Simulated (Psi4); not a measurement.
## Run report: C2H6Si, excited-state calculation

C2H6Si, computed with TDDFT (BHLYP)/6-311+G**, RKS (Psi4 1.11).

The geometry comes from this level: PBE0-D4/def2-TZVP.

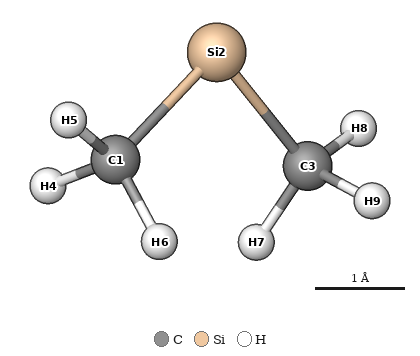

Fig. 1: The input geometry (ball-and-stick view, seen at a tilt; atoms are numbered from 1 in the order of the input). Bond lengths as drawn: C–H 1.09 to 1.10 Å and C–Si 1.90 Å.

Input file (job.inp)
```python
memory 1.6 GB

molecule m {
  C     -0.99664156     1.97911017    -1.52179645
  Si     1.69470639    -0.37737831    -1.72494201
  C      1.13742615    -2.02087312     1.40973569
  H     -2.70363117     0.90782443    -2.04506161
  H     -0.83091258     3.54323648    -2.85537617
  H     -1.32942233     2.71496952     0.38285851
  H     -0.86095922    -2.25444327     1.89161585
  H      2.11252483    -3.82971896     1.58226768
  H      1.94415024    -0.75022127     2.84800624
  units bohr
  symmetry c1
}

set basis 6-311+G**
set reference rks
set puream true
set scf_type pk
set dft_radial_points 99
set dft_spherical_points 590
set save_jk true

from psi4.driver.procrouting.response.scf_response import tdscf_excitations
e_tot, wfn = energy("bhhlyp", return_wfn=True)
states = tdscf_excitations(wfn, states=5, tda=False)
print_variables()
```

Run as:
```bash
psi4 job.inp job.out -n 1
```

Log
```
Psi4 1.11 release

   => Loading Basis Set <=

    Name: 6-311+G**
    Role: ORBITAL
    Keyword: BASIS

         ---------------------------------------------------------
                                   SCF
                              RKS Reference
                        1 Threads,   1525 MiB Core
         ---------------------------------------------------------

  ==> Geometry <==

    Molecular point group: c1
    Full point group: C1

    Geometry (in Bohr), charge = 0, multiplicity = 1:

       Center              X                  Y                   Z               Mass
    ------------   -----------------  -----------------  -----------------  -----------------
         C           -1.813904893356     2.163944400001    -0.698258306445    12.000000000000
         SI           0.877443056644    -0.192544079999    -0.901403866445    27.976926534650
         C            0.320162816644    -1.836038889999     2.233273833555    12.000000000000
         H           -3.520894503356     1.092658660001    -1.221523466445     1.007825032230
         H           -1.648175913356     3.728070710001    -2.031838026445     1.007825032230
         H           -2.146685663356     2.899803750001     1.206396653555     1.007825032230
         H           -1.678222553356    -2.069609039999     2.715153993555     1.007825032230
         H            1.295261496644    -3.644884729999     2.405805823555     1.007825032230
         H            1.126886906644    -0.565387039999     3.671544383555     1.007825032230

  Running in c1 symmetry.

  Rotational constants: A =      0.56716  B =      0.23644  C =      0.17772 [cm^-1]
  Rotational constants: A =  17003.03926  B =   7088.32885  C =   5327.79431 [MHz]
  Nuclear repulsion =   97.704789457194863

  Charge       = 0
  Multiplicity = 1
  Electrons    = 32
  Nalpha       = 16
  Nbeta        = 16

  ==> Algorithm <==

  SCF Algorithm Type is PK.
  DIIS enabled.
  MOM disabled.
  Fractional occupation disabled.
  Guess Type is SAD.
  Energy threshold   = 1.00e-06
  Density threshold  = 1.00e-06
  Integral threshold = 1.00e-12

  ==> Primary Basis <==

  Basis Set: 6-311+G**
    Blend: 6-311+G**
    Number of shells: 58
    Number of basis functions: 110
    Number of Cartesian functions: 113
    Spherical Harmonics?: true
    Max angular momentum: 2

  ==> DFT Potential <==

   => LibXC <=

    Version 7.1.2

   => Composite Functional: BHANDHLYP <=

    BHandHLYP Hyb-GGA Exchange-Correlation Functional

    Defined through Gaussian implementation.

    Deriv               =              1
    GGA                 =           TRUE
    Meta                =          FALSE

    Exchange Hybrid     =           TRUE
    MP2 Hybrid          =          FALSE

   => Exchange Functionals <=

    0.5000         Becke 88

   => Exact (HF) Exchange <=

    0.5000               HF

   => Correlation Functionals <=

    1.0000   Lee, Yang & Parr

   => LibXC Density Thresholds  <==

    XC_HYB_GGA_XC_BHANDHLYP:  1.00E-15

   => Molecular Quadrature <=

    Radial Scheme          =       TREUTLER
    Pruning Scheme         =           NONE
    Nuclear Scheme         =       TREUTLER

    Blocking Scheme        =         OCTREE
    BS radius alpha        =              1
    Pruning alpha          =              1
    Radial Points          =             99
    Spherical Points       =            590
    Total Points           =         501719
    Total Blocks           =           3576
    Max Points             =            256
    Max Functions          =            110
    Weights Tolerance      =       1.00E-15

  ==> Integral Setup <==

  Using in-core PK algorithm.
   Calculation information:
      Number of atoms:                   9
      Number of AO shells:              58
      Number of primitives:             99
      Number of atomic orbitals:       113
      Number of basis functions:       110

      Integral cutoff                 1.00e-12
      Number of threads:                 1

  Performing in-core PK
  Using 37277130 doubles for integral storage.
  We computed 1352897 shell quartets total.
  Whereas there are 1464616 unique shell quartets.

  ==> DiskJK: Disk-Based J/K Matrices <==

    J tasked:                  Yes
    K tasked:                  Yes
    wK tasked:                  No
    Memory [MiB]:             1117
    Schwarz Cutoff:          1E-12

  Cached 2.1% of DFT collocation blocks in 0.025 [GiB].

  Minimum eigenvalue in the overlap matrix is 6.5661543000E-04.
  Reciprocal condition number of the overlap matrix is 7.5071728835E-05.
    Using symmetric orthogonalization.

  ==> Pre-Iterations <==

  SCF Guess: Superposition of Atomic Densities via on-the-fly atomic UHF (no occupation information).

   -------------------------
    Irrep   Nso     Nmo
   -------------------------
     A        110     110
   -------------------------
    Total     110     110
   -------------------------

  ==> Iterations <==

                        Total Energy        Delta E     RMS |[F,P]|

   @RKS iter SAD:  -368.46016995181691   -3.68460e+02   0.00000e+00
   @RKS iter   1:  -368.88452276201036   -4.24353e-01   7.80611e-03 DIIS/ADIIS
   @RKS iter   2:  -368.94407419596916   -5.95514e-02   6.60355e-03 DIIS/ADIIS
   @RKS iter   3:  -369.23828836097357   -2.94214e-01   4.66440e-04 DIIS/ADIIS
   @RKS iter   4:  -369.23959606042399   -1.30770e-03   9.99935e-05 DIIS
   @RKS iter   5:  -369.23965171374107   -5.56533e-05   1.59689e-05 DIIS
   @RKS iter   6:  -369.23965462569134   -2.91195e-06   4.14071e-06 DIIS
   @RKS iter   7:  -369.23965479526981   -1.69578e-07   8.08171e-07 DIIS
  Energy and wave function converged.

  ==> Post-Iterations <==

   Electrons on quadrature grid:
      Ntotal   =   32.0000007887 ; deviation = 7.887e-07

    Orbital Energies [Eh]
    ---------------------

    Doubly Occupied:

       1A    -67.130157     2A    -10.558424     3A    -10.558410
       4A     -5.600184     5A     -3.866788     6A     -3.861320
       7A     -3.859060     8A     -0.815029     9A     -0.779807
      10A     -0.519035    11A     -0.484488    12A     -0.478222
      13A     -0.456770    14A     -0.454790    15A     -0.357753
      16A     -0.253973

    Virtual:

      17A     -0.044286    18A      0.019077    19A      0.030541
      20A      0.050803    21A      0.054403    22A      0.076687
      23A      0.080737    24A      0.089040    25A      0.090022
      26A      0.099639    27A      0.110691    28A      0.135029
      29A      0.143957    30A      0.149299    31A      0.173825
      32A      0.204817    33A      0.205740    34A      0.206451
      35A      0.241895    36A      0.288583    37A      0.307381
      38A      0.333397    39A      0.351255    40A      0.368329
      41A      0.400648    42A      0.434702    43A      0.446247
      44A      0.494009    45A      0.530208    46A      0.580566
      47A      0.582100    48A      0.670770    49A      0.671324
      50A      0.698458    51A      0.703409    52A      0.738192
      53A      0.749219    54A      0.765325    55A      0.785253
      56A      0.797890    57A      0.856815    58A      0.938387
      59A      0.955781    60A      0.977923    61A      1.163687
      62A      1.175834    63A      1.196091    64A      1.207158
      65A      1.352865    66A      1.390670    67A      1.442368
      68A      1.539545    69A      1.547396    70A      1.652061
      71A      1.654200    72A      1.659448    73A      1.698041
      74A      1.734309    75A      1.775548    76A      1.813324
      77A      1.815238    78A      1.876769    79A      1.881495
      80A      2.128964    81A      2.136056    82A      2.268950
      83A      2.273093    84A      2.312721    85A      2.314935
      86A      2.538254    87A      2.548158    88A      2.592455
      89A      2.610080    90A      2.626192    91A      2.633567
      92A      2.662338    93A      2.665292    94A      2.685179
      95A      2.752094    96A      2.935843    97A      2.946657
      98A      3.271444    99A      3.334746   100A      3.849847
     101A      3.869388   102A      3.904991   103A      3.921626
     104A      5.751598   105A     11.623254   106A     11.732796
     107A     11.763647   108A     24.348803   109A     24.352145
     110A    141.996223

    Final Occupation by Irrep:
              A
    DOCC [    16 ]
    NA   [    16 ]
    NB   [    16 ]

  @RKS Final Energy:  -369.23965479526981

   => Energetics <=

    Nuclear Repulsion Energy =             97.7047894571948632
    One-Electron Energy =                -701.2504556839647876
    Two-Electron Energy =                 251.8365325359017959
    DFT Exchange-Correlation Energy =     -17.5305211044016751
    Empirical Dispersion Energy =           0.0000000000000000
    VV10 Nonlocal Energy =                  0.0000000000000000
    Total Energy =                       -369.2396547952698143

Computation Completed

Properties will be evaluated at   0.000000,   0.000000,   0.000000 [a0]

Properties computed using the SCF density matrix

 Multipole Moments:

 ------------------------------------------------------------------------------------
     Multipole            Electronic (a.u.)      Nuclear  (a.u.)        Total (a.u.)
 ------------------------------------------------------------------------------------

 L = 1.  Multiply by 2.5417464519 to convert [e a0] to [Debye]
 Dipole X            :          2.9060017           -3.2500799           -0.3440782
 Dipole Y            :         -0.6368608            0.7124683            0.0756075
 Dipole Z            :         -2.9826386            3.3359784            0.3533398
 Magnitude           :                                                    0.4989542

 ------------------------------------------------------------------------------------

	total time  =         17 seconds =       0.28 minutes

******************************************************************************************
**********                               WARNING                                **********
**********       The names of excited state variables changed between 1.5       **********
**********     and 1.6. For a quick solution, remove the symmetry specifier     **********
**********   from the variable name. For full details, see 'Notes on Psivars'   **********
**********                        in the documentation.                         **********
******************************************************************************************

         ---------------------------------------------------------
                         TDSCF excitation energies
         ---------------------------------------------------------

  ==> Options <==

     Residual threshold  : 1.0000e-04
     Initial guess       : denominators
     Reference           : RHF
     Solver type         : RPA (Hamiltonian)

  ==> Requested Excitations <==

      5 singlet states with A symmetry

  ==> Seeking the lowest 5 singlet states with A symmetry

                        Generalized Hamiltonian Solver

  ==> Options <==

    Max number of iterations        = 60
    Eigenvector tolerance           = 1.0000e-04
    Max number of expansion vectors = 1000

  => Iterations <=
                              Max[D[value]]     Max[|R|]   # vectors
  HamiltonianSolver iter   1:   2.32281e-01  1.71510e-01     20
  HamiltonianSolver iter   2:   8.78361e-03  4.42922e-02     30
  HamiltonianSolver iter   3:   4.04875e-04  1.07550e-02     40
  HamiltonianSolver iter   4:   2.49423e-05  3.15640e-03     50
  HamiltonianSolver iter   5:   1.20370e-06  7.72230e-04     60
  HamiltonianSolver iter   6:   4.09406e-08  1.84404e-04     68
  HamiltonianSolver iter   7:   2.06454e-09  8.53409e-05     72      Converged

******************************************************************************************
**********                               WARNING                                **********
**********  Length-gauge rotatory strengths are **NOT** gauge-origin invariant  **********
******************************************************************************************

                                    Excitation Energy         Total Energy        Oscillator Strength             Rotatory Strength
     #   Sym: GS->ES (Trans)        au              eV              au          au (length)    au (velocity)    au (length)    au (velocity)
    ---- -------------------- --------------- --------------- --------------- --------------- --------------- --------------- ---------------
     1        A->A (1 A)       0.09941         2.70506        -369.14025       0.0326          0.0472         -0.0198         -0.0173
     2        A->A (1 A)       0.18963         5.16020        -369.05002       0.0002          0.0002          0.0234          0.0205
     3        A->A (1 A)       0.20190         5.49391        -369.03776       0.0335          0.0341          0.0209          0.0211
     4        A->A (1 A)       0.21002         5.71487        -369.02964       0.2209          0.2282         -0.0636         -0.0607
     5        A->A (1 A)       0.22888         6.22821        -369.01077       0.2964          0.2831          0.0004          0.0004

Contributing excitations and de-excitations
Only contributions with abs(coeff) > 1.00e-01 will be printed:

Excited State    1 (1 A):   0.09941 au   458.34 nm f = 0.0326
  Sums of squares: Xssq =  1.021499e+00; Yssq =  2.149897e-02; Xssq - Yssq =  1.000000e+00
     16a  ->  17a     0.999109 (99.822%)
     16a  <-  17a    -0.130619 ( 1.706%)

Excited State    2 (1 A):   0.18963 au   240.27 nm f = 0.0002
  Sums of squares: Xssq =  1.000928e+00; Yssq =  9.284229e-04; Xssq - Yssq =  1.000000e+00
     15a  ->  17a     0.988112 (97.637%)

Excited State    3 (1 A):   0.20190 au   225.68 nm f = 0.0335
  Sums of squares: Xssq =  1.001190e+00; Yssq =  1.189549e-03; Xssq - Yssq =  1.000000e+00
     16a  ->  18a     0.981459 (96.326%)
     16a  ->  22a    -0.141445 ( 2.001%)

Excited State    4 (1 A):   0.21002 au   216.95 nm f = 0.2209
  Sums of squares: Xssq =  1.002811e+00; Yssq =  2.810708e-03; Xssq - Yssq =  1.000000e+00
     16a  ->  19a    -0.983649 (96.757%)
     16a  ->  23a     0.121800 ( 1.484%)

Excited State    5 (1 A):   0.22888 au   199.07 nm f = 0.2964
  Sums of squares: Xssq =  1.000860e+00; Yssq =  8.602866e-04; Xssq - Yssq =  1.000000e+00
     16a  ->  20a    -0.990180 (98.046%)

******************************************************************************************
**********                               WARNING                                **********
**********       The names of excited state variables changed between 1.5       **********
**********     and 1.6. For a quick solution, remove the symmetry specifier     **********
**********   from the variable name. For full details, see 'Notes on Psivars'   **********
**********                        in the documentation.                         **********
******************************************************************************************

  Variable Map:
  ----------------------------------------------------------------------------
  "CURRENT ENERGY"              =>    -369.239654795270
  "CURRENT REFERENCE ENERGY"    =>    -369.239654795270
  "DD SOLVATION ENERGY"         =>       0.000000000000
  "DFT FUNCTIONAL TOTAL ENERGY" =>    -369.239654795270
  "DFT TOTAL ENERGY"            =>    -369.239654795270
  "DFT VV10 ENERGY"             =>       0.000000000000
  "DFT XC ENERGY"               =>     -17.530521104402
  "GRID ELECTRONS ALPHA"        =>      16.000000394328
  "GRID ELECTRONS BETA"         =>      16.000000394328
  "GRID ELECTRONS TOTAL"        =>      32.000000788655
  "NUCLEAR REPULSION ENERGY"    =>      97.704789457195
  "ONE-ELECTRON ENERGY"         =>    -701.250455683965
  "PCM POLARIZATION ENERGY"     =>       0.000000000000
  "PE ENERGY"                   =>       0.000000000000
  "SCF ITERATION ENERGY"        =>    -369.239654795270
  "SCF ITERATIONS"              =>       7.000000000000
  "SCF TOTAL ENERGY"            =>    -369.239654795270
  "TWO-ELECTRON ENERGY"         =>     251.836532535902
  "XC GRID RADIAL POINTS"       =>      99.000000000000
  "XC GRID SPHERICAL POINTS"    =>     590.000000000000
  "XC GRID TOTAL POINTS"        =>  501719.000000000000

  Array Variable Map:
  ----------------------------------------------------------------------------
  "CURRENT DIPOLE"              =>      -0.344078195051 ... 0.353339760227 1 by 3
  "SCF DIPOLE"                  =>      -0.344078195051 ... 0.353339760227 1 by 3
  "SCF TOTAL ENERGIES"          =>    -368.460169951817 ... -369.239654795270 1 by 8

    Psi4 run time: 0:01:39.35
```

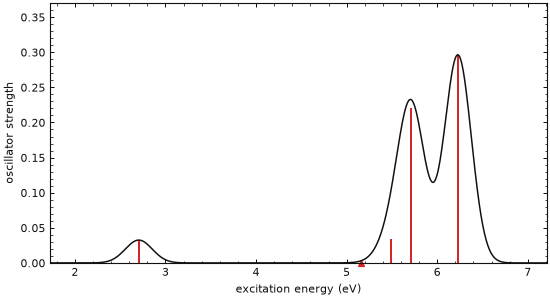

Fig. 2: Computed excitations as sticks (degenerate states added up, dark ones marked on the axis), with a Gaussian envelope of 0.35 eV full width at half maximum, scaled to the tallest. Of the 5 states the lowest lies at 2.71 eV (f = 0.033); the strongest line is at 6.23 eV, or 199 nm (f = 0.296).

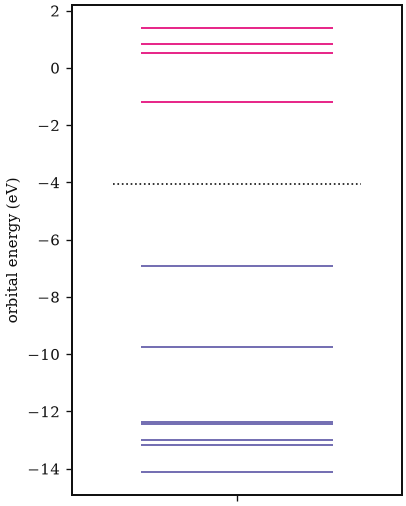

Fig. 3: Orbital energies near the frontier; the dotted line parts filled from empty levels, and levels within 0.02 eV of each other stand side by side. Highest filled −6.91 eV, lowest empty −1.21 eV, 5.70 eV apart.

Key numbers

| quantity | value |
| --- | --- |
| outcome | converged |
| total energy | −369.239655 hartree |
| basis functions | 110 |
| HOMO | −6.91 eV |
| LUMO | −1.21 eV |
| dipole moment | 1.27 D |
| lowest excitation | 2.71 eV |
| hardware | 1 thread of Intel Xeon @ 2.90GHz (Ice Lake), 64 GiB of memory available, shared host |
| wall time | 1.7 min |
| peak memory | 0.57 GiB |
